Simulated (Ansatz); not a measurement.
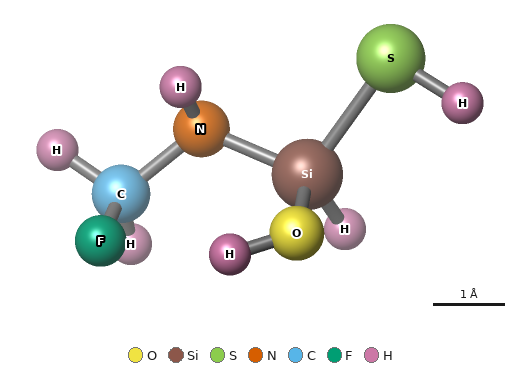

**Figure 1.** The structure as given in the input (ball-and-stick view, seen at a tilt).

# Geometry relaxation, with input and output: CH6FNOSSi (part 1 of 2)

- system: CH6FNOSSi
- method: UKS B3LYP-D4/STO-3G (Ansatz 0.2.0)

It belongs to a series of runs on one base structure; here: start relaxed.

Log:
```
The last accepted step is kept in [file] (removed where the run ends without a failure and the disk answers)
Engine: ansatz 0.2.0, aarch64-unknown-linux-gnu
Functional definition: B3LYP
  parameter a0 = 0.2
  parameter ax = 0.72
  parameter ac = 0.81
  exchange = (1 - a0 - ax)*slater_x + ax*b88_x + a0*exact_x
  correlation = (1 - ac)*vwn_rpa_c + ac*lyp_c
628 factors; integrals over basis functions are off by at most 1.1e-5 eV
mean field evaluation 1: about -25785.9000 eV, gradient 2.3e1 eV
mean field evaluation 2: about -25786.3765 eV, gradient 2.3e1 eV
mean field evaluation 4: about -25789.4459 eV, gradient 6.4e-1 eV
mean field evaluation 8: about -25789.4277 eV, gradient 2.2e-2 eV
mean field -25789.42772246 eV, -947.7439880986 hartree, gradient 1.4e-5 eV, S^2 0.000000; 0 other end points of the search recorded, 0 dependent functions left out
the calculation of the forces begins
reference -25789.42792367 eV, -947.7439954928 hartree; 33, 33 occupied and 11, 11 virtual orbitals, 628 factors
relax step   1: F+E_penalty+E_count = -25789.90894611 eV  Δ(F+E_penalty+E_count) = +0.000e0 eV  max|allowed force component| = 2.690e0 eV/Å  Δτ_max = 0.0000 Å  (24 SCF iters, accepted)
these checks for a lower state are left out or cut short: starts, cluster_reference, orbital_swaps, neighbouring_geometries, increment
628 factors; integrals over basis functions are off by at most 1.4e-5 eV
mean field evaluation 16: about -25790.0775 eV, gradient 3.9e-1 eV
mean field -25790.05198867 eV, -947.7669294584 hartree, gradient 1.7e-5 eV, S^2 0.000000; 0 other end points of the search recorded, 0 dependent functions left out
[... from here on the field's lines of each further geometry are left out, up to the last ...]
relax step   2: F+E_penalty+E_count = -25790.52679701 eV  Δ(F+E_penalty+E_count) = -6.179e-1 eV  max|allowed force component| = 1.414e0 eV/Å  Δτ_max = 0.1992 Å  (29 SCF iters, accepted)
relax step   3: F+E_penalty+E_count = -25790.66828900 eV  Δ(F+E_penalty+E_count) = -1.415e-1 eV  max|allowed force component| = 9.330e-1 eV/Å  Δτ_max = 0.1952 Å  (25 SCF iters, accepted)
relax step   4: F+E_penalty+E_count = -25790.76866099 eV  Δ(F+E_penalty+E_count) = -1.004e-1 eV  max|allowed force component| = 6.289e-1 eV/Å  Δτ_max = 0.1588 Å  (26 SCF iters, accepted)
relax step   5: F+E_penalty+E_count = -25790.81295612 eV  Δ(F+E_penalty+E_count) = -4.430e-2 eV  max|allowed force component| = 2.885e-1 eV/Å  Δτ_max = 0.0382 Å  (26 SCF iters, accepted)
relax step   6: F+E_penalty+E_count = -25790.81948813 eV  Δ(F+E_penalty+E_count) = -6.532e-3 eV  max|allowed force component| = 1.501e-1 eV/Å  Δτ_max = 0.0420 Å  (26 SCF iters, accepted)
relax step   7: F+E_penalty+E_count = -25790.82128735 eV  Δ(F+E_penalty+E_count) = -1.799e-3 eV  max|allowed force component| = 2.858e-1 eV/Å  Δτ_max = 0.0665 Å  (26 SCF iters, accepted)
relax step   8: F+E_penalty+E_count = -25790.82453404 eV  Δ(F+E_penalty+E_count) = -3.247e-3 eV  max|allowed force component| = 1.192e-1 eV/Å  Δτ_max = 0.0298 Å  (26 SCF iters, accepted)
relax step   9: F+E_penalty+E_count = -25790.82786242 eV  Δ(F+E_penalty+E_count) = -3.328e-3 eV  max|allowed force component| = 5.890e-2 eV/Å  Δτ_max = 0.0578 Å  (26 SCF iters, accepted)
relax step  10: F+E_penalty+E_count = -25790.82375803 eV  Δ(F+E_penalty+E_count) = +4.104e-3 eV  max|allowed force component| = 5.312e-1 eV/Å  Δτ_max = 0.1922 Å  (24 SCF iters, rejected (line search))
relax step  11: F+E_penalty+E_count = -25790.83339902 eV  Δ(F+E_penalty+E_count) = -5.537e-3 eV  max|allowed force component| = 4.537e-2 eV/Å  Δτ_max = 0.0961 Å  (25 SCF iters, accepted)
relax step  12: F+E_penalty+E_count = -25790.83759759 eV  Δ(F+E_penalty+E_count) = -4.199e-3 eV  max|allowed force component| = 3.324e-1 eV/Å  Δτ_max = 0.0982 Å  (26 SCF iters, accepted)
relax step  13: F+E_penalty+E_count = -25790.84150704 eV  Δ(F+E_penalty+E_count) = -3.909e-3 eV  max|allowed force component| = 4.081e-1 eV/Å  Δτ_max = 0.0559 Å  (26 SCF iters, accepted)
relax step  14: F+E_penalty+E_count = -25790.85927501 eV  Δ(F+E_penalty+E_count) = -1.777e-2 eV  max|allowed force component| = 1.242e-1 eV/Å  Δτ_max = 0.1332 Å  (25 SCF iters, accepted)
relax step  15: F+E_penalty+E_count = -25790.85292277 eV  Δ(F+E_penalty+E_count) = +6.352e-3 eV  max|allowed force component| = 6.501e-1 eV/Å  Δτ_max = 0.1168 Å  (26 SCF iters, rejected (line search))
relax step  16: F+E_penalty+E_count = -25790.86709949 eV  Δ(F+E_penalty+E_count) = -7.824e-3 eV  max|allowed force component| = 7.797e-2 eV/Å  Δτ_max = 0.0584 Å  (25 SCF iters, accepted)
relax step  17: F+E_penalty+E_count = -25790.87237905 eV  Δ(F+E_penalty+E_count) = -5.280e-3 eV  max|allowed force component| = 3.260e-1 eV/Å  Δτ_max = 0.0955 Å  (26 SCF iters, accepted)
relax step  18: F+E_penalty+E_count = -25790.87843175 eV  Δ(F+E_penalty+E_count) = -6.053e-3 eV  max|allowed force component| = 9.464e-2 eV/Å  Δτ_max = 0.0678 Å  (25 SCF iters, accepted)
relax step  19: F+E_penalty+E_count = -25790.88014085 eV  Δ(F+E_penalty+E_count) = -1.709e-3 eV  max|allowed force component| = 1.691e-1 eV/Å  Δτ_max = 0.0738 Å  (26 SCF iters, accepted)
relax step  20: F+E_penalty+E_count = -25790.88084616 eV  Δ(F+E_penalty+E_count) = -7.053e-4 eV  max|allowed force component| = 9.605e-2 eV/Å  Δτ_max = 0.0309 Å  (27 SCF iters, accepted)
relax step  21: F+E_penalty+E_count = -25790.88160570 eV  Δ(F+E_penalty+E_count) = -7.595e-4 eV  max|allowed force component| = 3.729e-2 eV/Å  Δτ_max = 0.0229 Å  (27 SCF iters, accepted)
relax step  22: F+E_penalty+E_count = -25790.88156609 eV  Δ(F+E_penalty+E_count) = +3.961e-5 eV  max|allowed force component| = 5.979e-2 eV/Å  Δτ_max = 0.0185 Å  (22 SCF iters, rejected (line search))
relax step  23: F+E_penalty+E_count = -25790.88176689 eV  Δ(F+E_penalty+E_count) = -1.612e-4 eV  max|allowed force component| = 7.903e-3 eV/Å  Δτ_max = 0.0090 Å  (21 SCF iters, accepted)
relax step  24: F+E_penalty+E_count = -25790.88188918 eV  Δ(F+E_penalty+E_count) = -1.223e-4 eV  max|allowed force component| = 1.512e-2 eV/Å  Δτ_max = 0.0241 Å  (27 SCF iters, accepted)
relax step  25: F+E_penalty+E_count = -25790.88197966 eV  Δ(F+E_penalty+E_count) = -9.048e-5 eV  max|allowed force component| = 4.569e-2 eV/Å  Δτ_max = 0.0377 Å  (26 SCF iters, accepted)
relax step  26: F+E_penalty+E_count = -25790.88205516 eV  Δ(F+E_penalty+E_count) = -7.550e-5 eV  max|allowed force component| = 2.193e-2 eV/Å  Δτ_max = 0.0087 Å  (21 SCF iters, accepted)
the calculation of the forces begins
reference -25790.40144429 eV, -947.7797717155 hartree; 33, 33 occupied and 11, 11 virtual orbitals, 630 factors
relax step  27: F+E_penalty+E_count = -25790.88209381 eV  Δ(F+E_penalty+E_count) = -3.865e-5 eV  max|allowed force component| = 1.891e-2 eV/Å  Δτ_max = 0.0308 Å  (27 SCF iters, accepted)
```

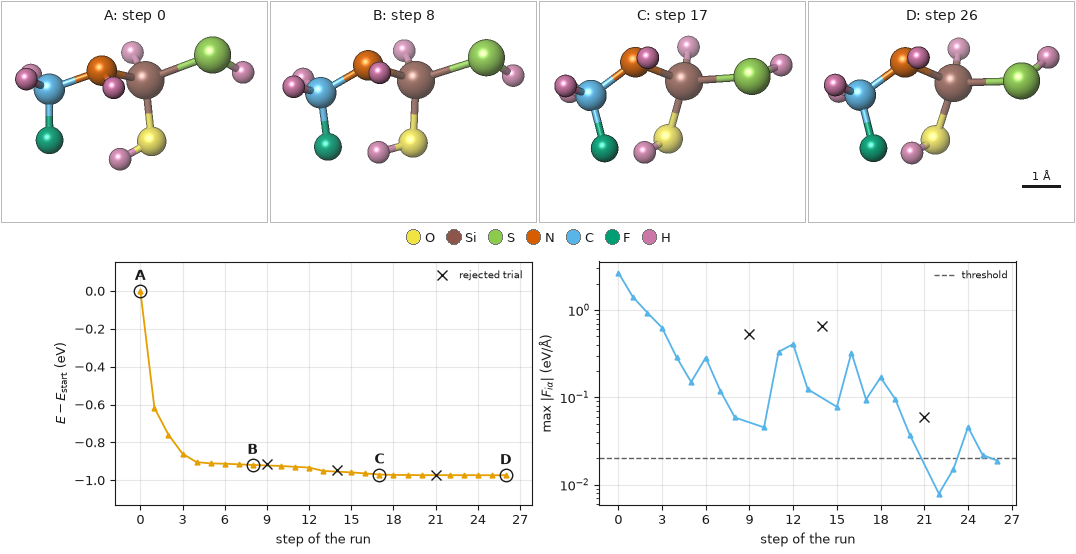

**Figure 2.** Frames of the relaxation (ball-and-stick view, seen at a tilt) above the curves, on which the letters mark them (the first geometry is step 0 here and step 1 in the log).

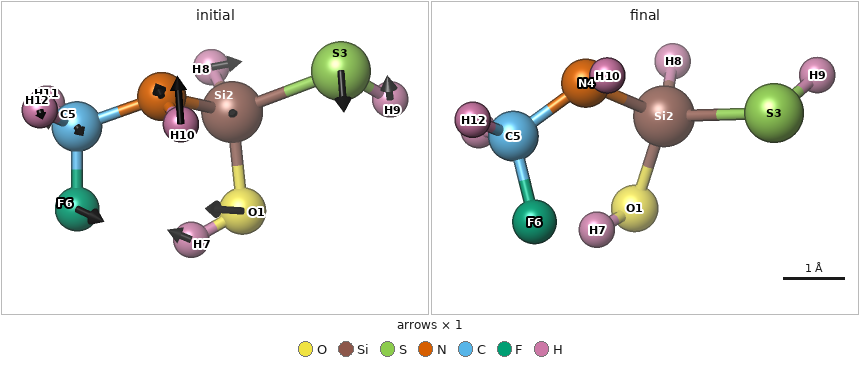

**Figure 3.** Before (left) and after (right) the relaxation, at one scale (ball-and-stick view, seen at a tilt). The black arrows give the displacements, at true length. The atom that moves furthest after the best rigid fit is H10 (0.80 Å). By element the largest moves are H 0.80 Å, O 0.79 Å, S 0.73 Å, F 0.57 Å, N 0.29 Å, C 0.21 Å. Among the contacts that change: Si2–N4 1.687 → 1.800 Å, C5–F6 1.356 → 1.457 Å, Si2–S3 2.083 → 2.145 Å, S3–H9 1.300 → 1.358 Å. Among the angles that change: O1–Si2–S3 106.2° → 116.8°, Si2–O1–H7 110.0° → 102.5°, O1–Si2–H8 114.6° → 108.2°. The energy falls by 0.973 eV in 26 geometry steps. The largest force component goes from 2.7 to 0.019 eV/Å. The line search rejected the trial steps at points 9, 14, 21 (counted from 0) and went back. (Atoms are counted from 1 in the order of the input.)

```
630 factors; integrals over basis functions are off by at most 1.2e-5 eV
mean field -25790.40124658 eV, -947.7797644502 hartree, gradient 2.6e-5 eV, S^2 0.000000; 1 other end points of the search recorded, 0 dependent functions left out
the calculation of the forces begins
reference -25790.40144429 eV, -947.7797717155 hartree; 33, 33 occupied and 11, 11 virtual orbitals, 630 factors
Total energy: -25790.88229151 eV, -947.7974425252 hartree
Atom 0 at    -1.078760    -1.433525    -0.247750 Å, force    -0.010182    -0.014462    -0.008340 eV/Å
Atom 1 at     0.425409    -0.768048    -0.652147 Å, force    -0.000705     0.011771     0.018906 eV/Å
Atom 2 at     2.150615    -1.647899     0.269709 Å, force    -0.009560     0.005705    -0.015922 eV/Å
Atom 3 at     0.411212     0.933399    -0.064614 Å, force     0.005074     0.001555     0.004854 eV/Å
Atom 4 at    -0.887430     1.384612     0.462837 Å, force    -0.006553     0.001313    -0.003397 eV/Å
Atom 5 at    -1.465912     0.431480     1.401145 Å, force     0.000117    -0.001883     0.000848 eV/Å
Atom 6 at    -1.370707    -0.853302     0.563368 Å, force    -0.002084     0.007823     0.007074 eV/Å
Atom 7 at     0.579799    -0.837630    -2.093060 Å, force     0.001408    -0.001881    -0.003596 eV/Å
Atom 8 at     2.571883    -2.235152    -0.879614 Å, force     0.017125    -0.009962     0.001526 eV/Å
Atom 9 at     1.149905     1.115060     0.657925 Å, force     0.005195     0.000002     0.001816 eV/Å
Atom 10 at    -1.621471     1.492843    -0.374485 Å, force    -0.002066     0.000904    -0.000758 eV/Å
Atom 11 at    -0.787642     2.362862     0.990686 Å, force     0.002231    -0.000885    -0.003010 eV/Å
Dipole moment:     0.027101     0.307088     0.057292 e Å
```

Trajectory as extended XYZ (Å, eV, eV/Å), 18 of the 27 frames kept, from step=1 to step=27:
```
12
Properties=species:S:1:pos:R:3:forces:R:3 step=1 energy=-25789.90895
O    -0.4777   -1.7302    0.2121   -1.0331  -2.1801   0.4671
Si    0.4852   -0.6784   -0.6090    0.1341  -0.9291  -2.2407
S     2.4408   -1.3340   -0.3198    1.7800   1.6890   0.8459
N     0.4129    0.8120    0.1780   -0.4607   2.6900  -0.7225
C    -0.9010    1.5147    0.2810    2.4952   1.4406   1.4072
F    -1.7491    0.7811    1.0438   -2.4526  -2.3331   1.8647
H    -1.1903   -1.2264    0.7128   -0.3372   0.6724   0.0701
H     0.1610   -0.5364   -2.0366   -0.1570   0.0139   0.4016
H     2.2892   -2.5510   -0.7524   -0.5183  -1.8926  -0.7492
H     0.7244    0.6854    1.1381    0.7066   0.2493   1.4380
H    -1.3840    1.7262   -0.6478   -0.3218   0.4034  -2.3564
H    -0.7345    2.4817    0.8338    0.1646   0.1762  -0.4258
12
Properties=species:S:1:pos:R:3:forces:R:3 step=3 energy=-25790.66829
O    -0.5626   -1.7346    0.2447   -0.3635  -0.4181   0.2780
Si    0.5217   -0.6797   -0.5234    0.2289  -0.5401  -0.4232
S     2.5241   -1.4304   -0.3351   -0.0695  -0.5901  -0.2299
N     0.4538    0.9268    0.2079    0.2408   0.4918   0.6110
C    -0.9195    1.4932    0.3290    0.3023   0.0407  -0.5621
F    -1.8080    0.6103    1.0254    0.0006  -0.1587  -0.0483
H    -1.2949   -1.1263    0.6328    0.1280   0.4034  -0.0670
H     0.1525   -0.5318   -1.9233   -0.0389   0.1157  -0.0121
H     2.2904   -2.6722   -0.9194   -0.1264   0.9330   0.3604
H     0.8934    0.9407    1.1704   -0.1260   0.0520  -0.3403
H    -1.3087    1.6581   -0.7193   -0.0271  -0.0619   0.3895
H    -0.8654    2.4906    0.8443   -0.1494  -0.2678   0.0439
12
Properties=species:S:1:pos:R:3:forces:R:3 step=4 energy=-25790.76866
O    -0.6325   -1.6750    0.2707    0.1831  -0.1216  -0.0589
Si    0.5245   -0.6884   -0.5191   -0.0975  -0.5598   0.0085
S     2.5220   -1.4355   -0.3161   -0.1500  -0.4861  -0.2081
N     0.4983    0.9539    0.1854   -0.0990   0.2182   0.3597
C    -0.9034    1.4409    0.3233    0.4903   0.2160  -0.4852
F    -1.7634    0.4699    0.9660   -0.2773   0.3932   0.1608
H    -1.3114   -0.9784    0.6314    0.3217   0.1143  -0.1531
H     0.1488   -0.5233   -1.9146    0.0462   0.0669  -0.0740
H     2.2566   -2.6545   -0.9101   -0.0169   0.6289   0.2673
H     0.9566    0.9926    1.1386   -0.1898  -0.0162  -0.2558
H    -1.2984    1.6348   -0.7181   -0.0522  -0.1276   0.4389
H    -0.9209    2.4076    0.8966   -0.1586  -0.3262   0.0000
12
Properties=species:S:1:pos:R:3:forces:R:3 step=6 energy=-25790.81949
O    -0.6294   -1.6676    0.2510    0.0061   0.0305  -0.0140
Si    0.5349   -0.7056   -0.5425   -0.0415   0.0565  -0.0201
S     2.5206   -1.4451   -0.3045    0.0455   0.0427   0.0511
N     0.4903    0.9441    0.1732   -0.1501  -0.0031  -0.0151
C    -0.9000    1.4354    0.3217    0.1488   0.0559  -0.0252
F    -1.7684    0.4908    1.0001   -0.0598  -0.0583   0.0662
H    -1.2563   -0.9286    0.6283    0.0163  -0.0232  -0.0056
H     0.1934   -0.5239   -1.9477    0.0147  -0.0114   0.0019
H     2.2158   -2.6354   -0.8806   -0.0104  -0.0805  -0.0343
H     0.9367    0.9749    1.1240    0.0350   0.0008   0.0253
H    -1.3367    1.6164   -0.6918   -0.0113  -0.0090  -0.0194
H    -0.9240    2.3891    0.9028    0.0066  -0.0009  -0.0107
12
Properties=species:S:1:pos:R:3:forces:R:3 step=7 energy=-25790.82129
O    -0.6455   -1.6504    0.1969   -0.0057  -0.0278  -0.0565
Si    0.5310   -0.6901   -0.5790    0.1049  -0.0284   0.2858
S     2.5132   -1.4425   -0.2869   -0.0733   0.0361  -0.0384
N     0.4838    0.9488    0.1597    0.0203  -0.0935  -0.0292
C    -0.9022    1.4250    0.3340   -0.0032   0.1185   0.0482
F    -1.7477    0.4833    1.0520    0.0199  -0.0369   0.0120
H    -1.2438   -0.9183    0.6294    0.0084   0.0066  -0.0228
H     0.2178   -0.4973   -1.9812   -0.0181  -0.0097  -0.1732
H     2.2040   -2.6550   -0.8181   -0.0028  -0.0127   0.0002
H     0.9569    0.9705    1.0992   -0.0401   0.0458  -0.0294
H    -1.3666    1.5830   -0.6717    0.0012  -0.0043   0.0060
H    -0.9239    2.3876    0.8998   -0.0115   0.0063  -0.0028
```
